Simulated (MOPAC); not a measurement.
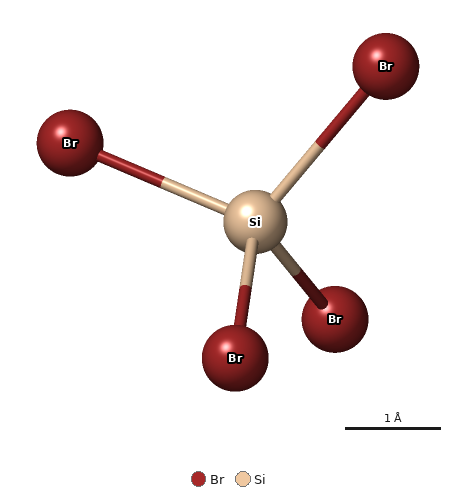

The structure as given in the input (ball-and-stick view, seen at a tilt). Bond lengths as drawn: Br–Si 2.19 to 2.22 Å.

## Geometry relaxation of SiBr₄

The run: geometry relaxation of SiBr₄. Method and program: AM1, closed shell (MOPAC 23.2.5).

The atoms were displaced at random from an optimised geometry.

## The input (input.mop)
```
AM1 MULLIK EF CHARGE=0 CYCLES=300 GRADIENTS GNORM=0.01 DISP THREADS=1 AUX(PRECISION=6)
Br4Si
Br[Si](Br)(Br)Br
Br    -1.210446 +1     0.095094 +1     1.824393 +1
Si    -0.001536 +1    -0.005810 +1     0.006434 +1
Br     1.847171 +1    -1.141859 +1     0.385767 +1
Br    -1.166737 +1    -1.007573 +1    -1.565766 +1
Br     0.522323 +1     2.047451 +1    -0.667061 +1
```

Command:
```bash
mopac input.mop
```

## The program's output
```
MOPAC v23.2.5
AM1 CALCULATION RESULTS

 *  AM1        - The AM1 Hamiltonian to be used
 *
 *
 *
 *                 CHARGE ON SYSTEM = 0
 *
 *
 *
 *  EF         - USE EF ROUTINE FOR MINIMUM SEARCH
 *  THREADS=1  - MULTI-THREADING NOT USED
 *  CYCLES=    - DO A MAXIMUM OF 300 STEPS
 *  GNORM      - EXIT WHEN GRADIENT NORM DROPS BELOW 0.010
 *  AUX        - OUTPUT AUXILIARY INFORMATION
 *  GRADIENTS  - ALL GRADIENTS TO BE PRINTED
 *  DISP       - PRINT DISPERSION AND HYDROGEN BOND ENERGIES
 *  MULLIK     - THE MULLIKEN ANALYSIS TO BE PERFORMED
AM1 MULLIK EF CHARGE=0 CYCLES=300 GRADIENTS GNORM=0.01 DISP THREADS=1 AUX(PRECISION=6)
 Br4Si
 Br[Si](Br)(Br)Br
   ATOM   CHEMICAL          X               Y               Z
  NUMBER   SYMBOL      (ANGSTROMS)     (ANGSTROMS)     (ANGSTROMS)

     1      Br         -1.21044600  *   0.09509400  *   1.82439300  *
     2      Si         -0.00153600  *  -0.00581000  *   0.00643400  *
     3      Br          1.84717100  *  -1.14185900  *   0.38576700  *
     4      Br         -1.16673700  *  -1.00757300  *  -1.56576600  *
     5      Br          0.52232300  *   2.04745100  *  -0.66706100  *

          CARTESIAN COORDINATES

    NO.       ATOM           X           Y           Z

     1        Br         -1.2104      0.0951      1.8244
     2        Si         -0.0015     -0.0058      0.0064
     3        Br          1.8472     -1.1419      0.3858
     4        Br         -1.1667     -1.0076     -1.5658
     5        Br          0.5223      2.0475     -0.6671

           Empirical Formula: Br4 Si  =     5 atoms

      MOLECULAR POINT GROUP   :   C1

      RHF CALCULATION, NO. OF DOUBLY OCCUPIED LEVELS = 16

          Geometry optimization using EF

          DIAGONAL MATRIX USED AS START HESSIAN
```

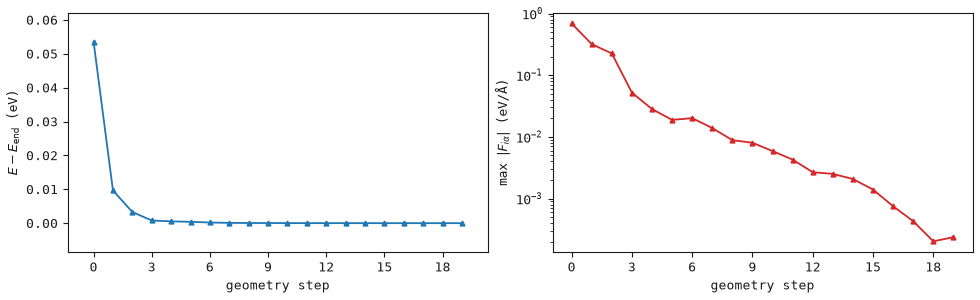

Progress of the relaxation, step by step (steps are counted from 0).

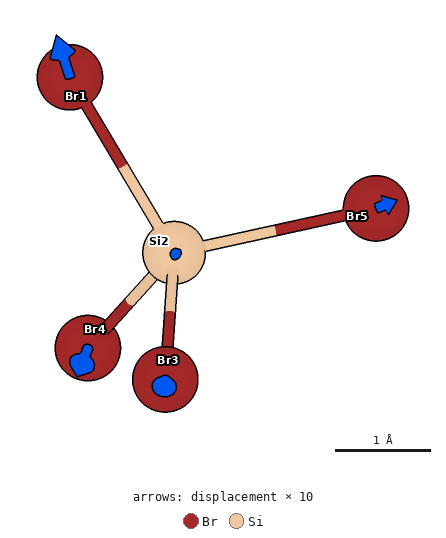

The starting structure with the displacements as blue arrows, magnified 10 times (ball-and-stick view, seen at a tilt). The two geometries are laid on each other by the best rigid fit. The energy falls by 0.054 eV in 19 geometry steps. Largest force component: 0.69 eV/Å at the start, 0.00024 eV/Å at the end. Br1 moves most after the best rigid fit: 0.052 Å. Largest moves by element: Br 0.052 Å, Si 0.010 Å. Among the contacts that change: Br1–Si2 2.186 → 2.243 Å, Si2–Br3 2.203 → 2.243 Å, Si2–Br5 2.223 → 2.243 Å. (Atoms are counted from 1 in the order of the input.)

```
 CYCLE:     1 TIME:   0.008 TIME LEFT:  2.00D  GRAD.:    30.250 HEAT: -93.25212
 CYCLE:     2 TIME:   0.000 TIME LEFT:  2.00D  GRAD.:    14.486 HEAT: -94.26565
 CYCLE:     3 TIME:   0.000 TIME LEFT:  2.00D  GRAD.:     7.802 HEAT: -94.41200
 CYCLE:     4 TIME:   0.000 TIME LEFT:  2.00D  GRAD.:     2.377 HEAT: -94.46998
 CYCLE:     5 TIME:   0.008 TIME LEFT:  2.00D  GRAD.:     1.254 HEAT: -94.47588
 CYCLE:     6 TIME:   0.000 TIME LEFT:  2.00D  GRAD.:     0.935 HEAT: -94.47914
 CYCLE:     7 TIME:   0.000 TIME LEFT:  2.00D  GRAD.:     0.909 HEAT: -94.48361
 CYCLE:     8 TIME:   0.000 TIME LEFT:  2.00D  GRAD.:     0.640 HEAT: -94.48619
 CYCLE:     9 TIME:   0.000 TIME LEFT:  2.00D  GRAD.:     0.351 HEAT: -94.48706
 CYCLE:    10 TIME:   0.000 TIME LEFT:  2.00D  GRAD.:     0.316 HEAT: -94.48726
 CYCLE:    11 TIME:   0.008 TIME LEFT:  2.00D  GRAD.:     0.225 HEAT: -94.48774
 CYCLE:    12 TIME:   0.000 TIME LEFT:  2.00D  GRAD.:     0.169 HEAT: -94.48792
 CYCLE:    13 TIME:   0.000 TIME LEFT:  2.00D  GRAD.:     0.132 HEAT: -94.48806
 CYCLE:    14 TIME:   0.000 TIME LEFT:  2.00D  GRAD.:     0.104 HEAT: -94.48808
 CYCLE:    15 TIME:   0.000 TIME LEFT:  2.00D  GRAD.:     0.084 HEAT: -94.48811
 CYCLE:    16 TIME:   0.008 TIME LEFT:  2.00D  GRAD.:     0.059 HEAT: -94.48817
 CYCLE:    17 TIME:   0.000 TIME LEFT:  2.00D  GRAD.:     0.029 HEAT: -94.48819
 CYCLE:    18 TIME:   0.000 TIME LEFT:  2.00D  GRAD.:     0.020 HEAT: -94.48821
 CYCLE:    19 TIME:   0.000 TIME LEFT:  2.00D  GRAD.:     0.010 HEAT: -94.48820
 CYCLE:    20 TIME:   0.000 TIME LEFT:  2.00D  GRAD.:     0.009 HEAT: -94.48820

     GRADIENT =  0.00944 IS LESS THAN CUTOFF =  0.01000

 -------------------------------------------------------------------------------
 AM1 MULLIK EF CHARGE=0 CYCLES=300 GRADIENTS GNORM=0.01 DISP THREADS=1 AUX(PRECISION=6)
 Br4Si
 Br[Si](Br)(Br)Br

     GEOMETRY OPTIMISED USING EIGENVECTOR FOLLOWING (EF).
     SCF FIELD WAS ACHIEVED

                              AM1 CALCULATION

          FINAL HEAT OF FORMATION =        -94.48820 KCAL/MOL =    -395.33865 KJ/MOL

          TOTAL ENERGY            =     -34629.89633 KCAL/MOL = ELECTRONIC ENERGY + CORE-CORE REPULSION
          ENERGY OF ATOMS         =      34535.40812 KCAL/MOL
                              SUM =        -94.48820 KCAL/MOL
          DISPERSION ENERGY       =          0.00000 KCAL/MOL
                              SUM =        -94.48820 KCAL/MOL = FINAL HEAT OF FORMATION

          TOTAL ENERGY            =      -1501.69443 EV
          ELECTRONIC ENERGY       =      -3262.55003 EV
          CORE-CORE REPULSION     =       1760.85560 EV
          COSMO AREA              =        166.60 SQUARE ANGSTROMS
          COSMO VOLUME            =        170.53 CUBIC ANGSTROMS

          GRADIENT NORM           =          0.00944          =       0.00422 PER ATOM
          IONIZATION POTENTIAL    =         11.783320 EV
          HOMO LUMO ENERGIES (EV) =        -11.783 -2.551
          NO. OF FILLED LEVELS    =         16
          MOLECULAR WEIGHT        =        347.7015         POINT GROUP:  Td

          MOLECULAR DIMENSIONS (Angstroms)

            Atom       Atom       Distance
           Br     4   Br     1     3.66300
           Br     5   Br     3     3.66297
           Br     1   Br     5     2.58985

          SCF CALCULATIONS        =         21

          WALL-CLOCK TIME         =      0.039 SECONDS
          COMPUTATION TIME        =      0.034 SECONDS

       FINAL  POINT  AND  DERIVATIVES

   PARAMETER     ATOM    TYPE            VALUE        GRADIENT
      1          1 Br    CARTESIAN X    -1.226187     -0.002497  KCAL/ANGSTROM
      2          1 Br    CARTESIAN Y     0.105830     -0.003342  KCAL/ANGSTROM
      3          1 Br    CARTESIAN Z     1.872259     -0.000900  KCAL/ANGSTROM
      4          2 Si    CARTESIAN X    -0.001943     -0.001410  KCAL/ANGSTROM
      5          2 Si    CARTESIAN Y    -0.002164      0.002764  KCAL/ANGSTROM
      6          2 Si    CARTESIAN Z    -0.004125      0.000077  KCAL/ANGSTROM
      7          3 Br    CARTESIAN X     1.877174     -0.000558  KCAL/ANGSTROM
      8          3 Br    CARTESIAN Y    -1.160119      0.001941  KCAL/ANGSTROM
      9          3 Br    CARTESIAN Z     0.395103      0.000070  KCAL/ANGSTROM
     10          4 Br    CARTESIAN X    -1.184512      0.005473  KCAL/ANGSTROM
     11          4 Br    CARTESIAN Y    -1.027455     -0.003904  KCAL/ANGSTROM
     12          4 Br    CARTESIAN Z    -1.610776     -0.001075  KCAL/ANGSTROM
     13          5 Br    CARTESIAN X     0.526078     -0.001007  KCAL/ANGSTROM
     14          5 Br    CARTESIAN Y     2.072695      0.002541  KCAL/ANGSTROM
     15          5 Br    CARTESIAN Z    -0.672992      0.001828  KCAL/ANGSTROM

   ATOM   CHEMICAL          X               Y               Z
  NUMBER   SYMBOL      (ANGSTROMS)     (ANGSTROMS)     (ANGSTROMS)

     1      Br         -1.22618746  *   0.10583018  *   1.87225862  *
     2      Si         -0.00194308  *  -0.00216436  *  -0.00412499  *
     3      Br          1.87717358  *  -1.16011907  *   0.39510259  *
     4      Br         -1.18451212  *  -1.02745475  *  -1.61077618  *
     5      Br          0.52607834  *   2.07269527  *  -0.67299196  *

                             CARTESIAN COORDINATES

   1   Br       -1.226187460     0.105830178     1.872258618
   2   Si       -0.001943079    -0.002164361    -0.004124990
   3   Br        1.877173579    -1.160119069     0.395102593
   4   Br       -1.184512115    -1.027454751    -1.610776178
   5   Br        0.526078341     2.072695266    -0.672991963

           Empirical Formula: Br4 Si  =     5 atoms

      MOLECULAR POINT GROUP   :   Td

                  EIGENVALUES
 -32.20598 -32.20588 -32.20542 -31.90896 -17.66561 -15.38644 -15.38639 -15.38610
 -12.42864 -12.42847 -11.90520 -11.90508 -11.90499 -11.78353 -11.78351 -11.78332
  -2.55136  -2.55122  -2.55120  -2.23788

              NET ATOMIC CHARGES AND DIPOLE CONTRIBUTIONS

  ATOM NO.   TYPE          CHARGE      No. of ELECS.   s-Pop       p-Pop
    1         Br          -0.144777        7.1448     1.96832     5.17646
    2         Si           0.579115        3.4209     0.89728     2.52360
    3         Br          -0.144792        7.1448     1.96832     5.17647
    4         Br          -0.144773        7.1448     1.96832     5.17646
    5         Br          -0.144773        7.1448     1.96832     5.17645
 DIPOLE           X         Y         Z       TOTAL
 POINT-CHG.    -0.000     0.000    -0.000     0.001
 HYBRID        -0.000     0.000    -0.000     0.000
 SUM           -0.000     0.001    -0.000     0.001

          ATOMIC ORBITAL ELECTRON POPULATIONS

     Atom    s        px        py        pz
    1 Br   1.96832   1.75041   1.95803   1.46802
    2 Si   0.89728   0.84120   0.84120   0.84120
    3 Br   1.96832   1.46665   1.77241   1.93741
    4 Br   1.96832   1.76441   1.81285   1.59920
    5 Br   1.96832   1.92072   1.35854   1.89718

           MULLIKEN POPULATION ANALYSIS

        MULLIKEN POPULATIONS AND CHARGES

      NO.  ATOM   POPULATION      CHARGE
        1   Br     7.200494     -0.200494
        2   Si     3.198013      0.801987
        3   Br     7.200503     -0.200503
        4   Br     7.200499     -0.200499
        5   Br     7.200491     -0.200491

          Chemical-Potential Equalization

          Energy                    =                  NaN   kcal/mol
          Pot(1)                    =                  NaN   eV
          Dipole correction(1)      =                  NaN   au

 *                    *
 * JOB ENDED NORMALLY *
 *                    *

 TOTAL JOB TIME:             0.04 SECONDS

 == MOPAC DONE ==
```

## Trajectory as extended XYZ (Å, eV, eV/Å), 19 of the 20 frames kept, from step=0 to step=19
```
5
Properties=species:S:1:pos:R:3:forces:R:3 step=0 energy=-4.04380
Br   -1.2104    0.0951    1.8244   -0.4219   0.0568   0.6908
Si   -0.0015   -0.0058    0.0064    0.1696   0.2081  -0.1975
Br    1.8472   -1.1419    0.3858    0.5054  -0.2973   0.1106
Br   -1.1667   -1.0076   -1.5658   -0.3435  -0.3040  -0.5033
Br    0.5223    2.0475   -0.6671    0.0904   0.3364  -0.1007
5
Properties=species:S:1:pos:R:3:forces:R:3 step=1 energy=-4.08774
Br   -1.2202    0.0997    1.9003    0.1553   0.0001  -0.3188
Si    0.0026    0.0043   -0.0176   -0.3097  -0.0662   0.3185
Br    1.8592   -1.1540    0.4006    0.1609  -0.0952   0.0233
Br   -1.1738   -1.0221   -1.6254   -0.0341  -0.0069   0.0117
Br    0.5247    2.0635   -0.6840    0.0275   0.1682  -0.0347
5
Properties=species:S:1:pos:R:3:forces:R:3 step=2 energy=-4.09409
Br   -1.2176    0.0992    1.8863   -0.0412   0.0174   0.0245
Si   -0.0030    0.0028    0.0111   -0.1191  -0.0099  -0.2255
Br    1.8633   -1.1589    0.3991    0.1118  -0.0583   0.0252
Br   -1.1768   -1.0238   -1.6244    0.0616   0.0718   0.1388
Br    0.5243    2.0715   -0.6865   -0.0131  -0.0209   0.0369
5
Properties=species:S:1:pos:R:3:forces:R:3 step=3 energy=-4.09661
Br   -1.2180    0.0986    1.8794   -0.0313   0.0181   0.0182
Si   -0.0066    0.0017   -0.0025    0.0276   0.0216  -0.0023
Br    1.8657   -1.1609    0.4001    0.0522  -0.0177   0.0047
Br   -1.1758   -1.0213   -1.6135   -0.0473  -0.0282  -0.0369
Br    0.5234    2.0723   -0.6833   -0.0012   0.0063   0.0163
5
Properties=species:S:1:pos:R:3:forces:R:3 step=4 energy=-4.09686
Br   -1.2185    0.0997    1.8813   -0.0147   0.0145  -0.0117
Si   -0.0063    0.0026   -0.0031    0.0153  -0.0086   0.0071
Br    1.8671   -1.1617    0.4004    0.0283  -0.0042  -0.0010
Br   -1.1769   -1.0227   -1.6160   -0.0280  -0.0105  -0.0080
Br    0.5233    2.0728   -0.6827   -0.0009   0.0088   0.0135
5
Properties=species:S:1:pos:R:3:forces:R:3 step=5 energy=-4.09700
Br   -1.2190    0.1012    1.8807   -0.0117   0.0115  -0.0139
Si   -0.0058    0.0023   -0.0032    0.0143  -0.0189  -0.0026
Br    1.8689   -1.1623    0.4002    0.0125   0.0043  -0.0043
Br   -1.1782   -1.0240   -1.6167   -0.0139   0.0004   0.0084
Br    0.5232    2.0735   -0.6811   -0.0012   0.0027   0.0123
5
Properties=species:S:1:pos:R:3:forces:R:3 step=6 energy=-4.09720
Br   -1.2202    0.1043    1.8779   -0.0079   0.0048  -0.0125
Si   -0.0046    0.0007   -0.0044    0.0136  -0.0202  -0.0039
Br    1.8720   -1.1631    0.3992   -0.0051   0.0123  -0.0080
Br   -1.1806   -1.0264   -1.6163   -0.0003   0.0087   0.0177
Br    0.5229    2.0745   -0.6771   -0.0002  -0.0056   0.0066
5
Properties=species:S:1:pos:R:3:forces:R:3 step=7 energy=-4.09731
Br   -1.2214    0.1069    1.8746   -0.0078  -0.0007  -0.0044
Si   -0.0030   -0.0013   -0.0055    0.0078  -0.0105  -0.0019
Br    1.8743   -1.1630    0.3978   -0.0059   0.0097  -0.0075
Br   -1.1825   -1.0281   -1.6148    0.0038   0.0084   0.0139
Br    0.5228    2.0746   -0.6733    0.0021  -0.0069  -0.0002
5
Properties=species:S:1:pos:R:3:forces:R:3 step=8 energy=-4.09735
Br   -1.2226    0.1082    1.8722   -0.0089  -0.0034   0.0045
Si   -0.0017   -0.0028   -0.0059   -0.0007   0.0037   0.0019
Br    1.8753   -1.1624    0.3965    0.0056   0.0004  -0.0036
Br   -1.1833   -1.0286   -1.6129   -0.0004   0.0020   0.0021
Br    0.5230    2.0741   -0.6711    0.0044  -0.0026  -0.0050
5
Properties=species:S:1:pos:R:3:forces:R:3 step=10 energy=-4.09738
Br   -1.2245    0.1062    1.8737   -0.0028   0.0003  -0.0008
Si   -0.0021   -0.0017   -0.0038   -0.0004  -0.0004   0.0003
Br    1.8754   -1.1617    0.3957    0.0059   0.0004   0.0004
Br   -1.1823   -1.0267   -1.6120   -0.0057  -0.0022  -0.0010
Br    0.5241    2.0730   -0.6740    0.0030   0.0019   0.0011
5
Properties=species:S:1:pos:R:3:forces:R:3 step=11 energy=-4.09738
Br   -1.2250    0.1065    1.8732   -0.0015  -0.0005  -0.0006
Si   -0.0018   -0.0020   -0.0039   -0.0011   0.0005   0.0002
Br    1.8760   -1.1617    0.3954    0.0040   0.0008   0.0005
Br   -1.1827   -1.0270   -1.6117   -0.0043  -0.0018  -0.0008
Br    0.5242    2.0730   -0.6735    0.0029   0.0009   0.0006
5
Properties=species:S:1:pos:R:3:forces:R:3 step=12 energy=-4.09739
Br   -1.2264    0.1071    1.8721    0.0020  -0.0021  -0.0004
Si   -0.0013   -0.0025   -0.0038   -0.0018   0.0006  -0.0001
Br    1.8775   -1.1614    0.3945   -0.0021   0.0027   0.0008
Br   -1.1838   -1.0274   -1.6108   -0.0008  -0.0006   0.0001
Br    0.5248    2.0729   -0.6725    0.0027  -0.0006  -0.0003
5
Properties=species:S:1:pos:R:3:forces:R:3 step=13 energy=-4.09739
Br   -1.2261    0.1068    1.8724    0.0010  -0.0015  -0.0003
Si   -0.0015   -0.0023   -0.0037   -0.0014   0.0002  -0.0004
Br    1.8771   -1.1614    0.3948   -0.0006   0.0021   0.0007
Br   -1.1835   -1.0273   -1.6110   -0.0016  -0.0008   0.0000
Br    0.5247    2.0729   -0.6728    0.0025  -0.0001   0.0000
5
Properties=species:S:1:pos:R:3:forces:R:3 step=14 energy=-4.09739
Br   -1.2258    0.1065    1.8726    0.0001  -0.0008  -0.0002
Si   -0.0017   -0.0022   -0.0038   -0.0006  -0.0004  -0.0006
Br    1.8768   -1.1612    0.3950    0.0003   0.0017   0.0005
Br   -1.1835   -1.0272   -1.6111   -0.0019  -0.0007   0.0000
Br    0.5249    2.0729   -0.6731    0.0021   0.0003   0.0003
5
Properties=species:S:1:pos:R:3:forces:R:3 step=15 energy=-4.09739
Br   -1.2258    0.1057    1.8726   -0.0008   0.0006   0.0001
Si   -0.0021   -0.0019   -0.0040    0.0006  -0.0008  -0.0005
Br    1.8767   -1.1603    0.3953    0.0013   0.0000   0.0001
Br   -1.1841   -1.0273   -1.6110   -0.0014  -0.0001   0.0000
Br    0.5258    2.0727   -0.6734    0.0003   0.0004   0.0004
5
Properties=species:S:1:pos:R:3:forces:R:3 step=16 energy=-4.09740
Br   -1.2260    0.1058    1.8724   -0.0003   0.0004   0.0001
Si   -0.0020   -0.0021   -0.0041    0.0004  -0.0005  -0.0001
Br    1.8770   -1.1602    0.3952    0.0005   0.0000   0.0000
Br   -1.1843   -1.0274   -1.6109   -0.0008   0.0000   0.0000
Br    0.5260    2.0727   -0.6732    0.0001   0.0001   0.0001
5
Properties=species:S:1:pos:R:3:forces:R:3 step=17 energy=-4.09740
Br   -1.2263    0.1059    1.8721    0.0004  -0.0001   0.0000
Si   -0.0019   -0.0022   -0.0041   -0.0004   0.0003   0.0000
Br    1.8773   -1.1601    0.3950   -0.0002  -0.0001   0.0001
Br   -1.1846   -1.0275   -1.6107    0.0001   0.0003   0.0001
Br    0.5261    2.0727   -0.6729    0.0001  -0.0004  -0.0002
5
Properties=species:S:1:pos:R:3:forces:R:3 step=18 energy=-4.09740
Br   -1.2262    0.1058    1.8722    0.0002   0.0001   0.0000
Si   -0.0019   -0.0022   -0.0041   -0.0001   0.0000   0.0000
Br    1.8772   -1.1601    0.3951    0.0001  -0.0001   0.0000
Br   -1.1845   -1.0275   -1.6108   -0.0002   0.0002   0.0000
Br    0.5261    2.0727   -0.6730    0.0000  -0.0002  -0.0001
5
Properties=species:S:1:pos:R:3:forces:R:3 step=19 energy=-4.09740
Br   -1.2262    0.1058    1.8723    0.0001   0.0001   0.0000
Si   -0.0019   -0.0022   -0.0041    0.0001  -0.0001   0.0000
Br    1.8772   -1.1601    0.3951    0.0000  -0.0001   0.0000
Br   -1.1845   -1.0275   -1.6108   -0.0002   0.0002   0.0000
Br    0.5261    2.0727   -0.6730    0.0000  -0.0001  -0.0001
```

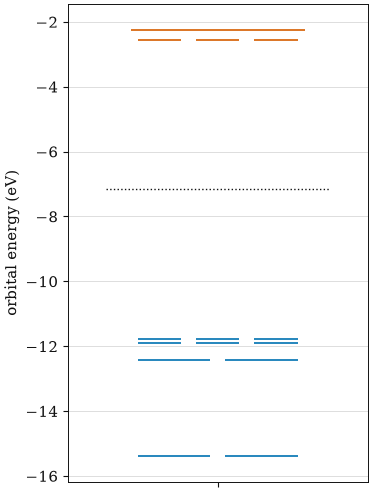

Orbital energies near the frontier; the dotted line parts filled from empty levels, and levels within 0.02 eV of each other stand side by side. Highest filled −11.78 eV, lowest empty −2.55 eV, 9.23 eV apart.

## Results in brief

| quantity | value |
| --- | --- |
| outcome | converged |
| total energy | −55.186252 hartree |
| dispersion energy | 0.000000 hartree |
| heat of formation | −94.49 kcal/mol |
| basis functions | 20 |
| largest force | 0.000 eV/Å |
| HOMO | −11.78 eV |
| LUMO | −2.55 eV |
| dipole moment | 0.00 D |
| hardware | 1 thread of Arm Neoverse V1, 24 GiB of memory available, shared host |
| peak memory | 0.074 GiB |

## Remarks

MOPAC's energies along a path are heats of formation.
